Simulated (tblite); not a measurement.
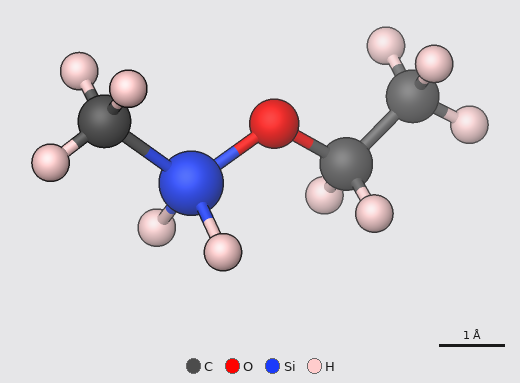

This is the input geometry for a relaxation of C₃H₁₀OSi. Style: ball-and-stick. Shown at a tilt.

All numbers below come from GFN2-xTB geometry optimisation, gas phase (tblite).

```xyz
15

C    -2.5222    0.5750   -0.3344
C    -1.4317   -0.3830    0.0498
O    -0.1678    0.2694   -0.1027
Si    1.2162   -0.5565    0.2488
C     2.7477    0.4286   -0.0024
H    -3.5190    0.1114   -0.2247
H    -2.4934    1.4822    0.2837
H    -2.4023    0.9057   -1.3684
H    -1.5607   -0.6922    1.1065
H    -1.4829   -1.2775   -0.5773
H     1.2510   -1.7886   -0.5831
H     1.1340   -1.0052    1.6739
H     3.6385   -0.1473    0.2480
H     2.7549    1.3285    0.6114
H     2.8334    0.7574   -1.0511
```

Question: Predict the outcome.

Answer: Over 42 geometry steps the energy falls by 0.161 eV. H14 moves most after the best rigid fit: 0.30 Å. Largest moves by element: H 0.30 Å, O 0.25 Å, Si 0.22 Å, C 0.19 Å. Some distances before and after: Si4–C5 1.838 → 1.887 Å, C2–O3 1.430 → 1.398 Å, O3–Si4 1.650 → 1.620 Å, Si4–H12 1.496 → 1.470 Å. Among the angles between lasting bonds that change: O3–Si4–C5 113.7° → 103.0°, C2–O3–Si4 119.4° → 128.4°, O3–Si4–H11 108.4° → 110.9°.

History of the run:

| step | E − E(0), eV |
| --- | --- |
| 0 | 0.0000 |
| 1 | -0.0709 |
| 2 | -0.0833 |
| 3 | -0.0930 |
| 4 | -0.0970 |
| 5 | -0.1009 |
| 6 | -0.1035 |
| 7 | -0.1057 |
| 8 | -0.1073 |
| 9 | -0.1089 |
| 10 | -0.1107 |
| 12 | -0.1161 |
| 13 | -0.1198 |
| 15 | -0.1270 |
| 17 | -0.1342 |
| 18 | -0.1375 |
| 20 | -0.1424 |
| 22 | -0.1470 |
| 23 | -0.1492 |
| 25 | -0.1524 |
| 27 | -0.1554 |
| 29 | -0.1578 |
| 30 | -0.1587 |
| 32 | -0.1597 |
| 34 | -0.1601 |
| 35 | -0.1603 |
| 37 | -0.1606 |
| 39 | -0.1606 |
| 40 | -0.1606 |
| 42 | -0.1607 |

Final geometry:

```xyz
15

C    -2.3967    0.6744   -0.3609
C    -1.4416   -0.4271    0.0721
O    -0.1247    0.0333   -0.0178
Si    1.2440   -0.7611    0.3278
C     2.5814    0.5171   -0.0456
H    -3.4237    0.3265   -0.2931
H    -2.2711    1.5442    0.2785
H    -2.1848    0.9654   -1.3864
H    -1.6525   -0.7308    1.1052
H    -1.5633   -1.3107   -0.5668
H     1.3772   -1.9654   -0.5053
H     1.2617   -1.1903    1.7341
H     3.5610    0.0962    0.1522
H     2.4709    1.4052    0.5682
H     2.5580    0.8311   -1.0841
```

The end point in the same view:

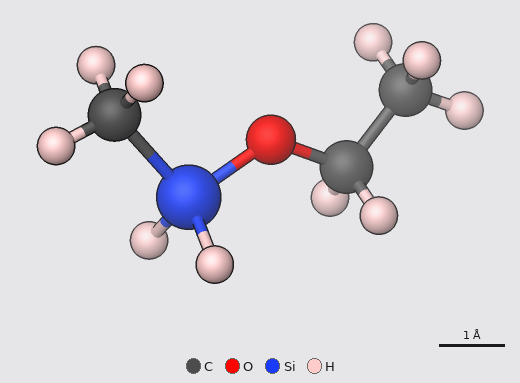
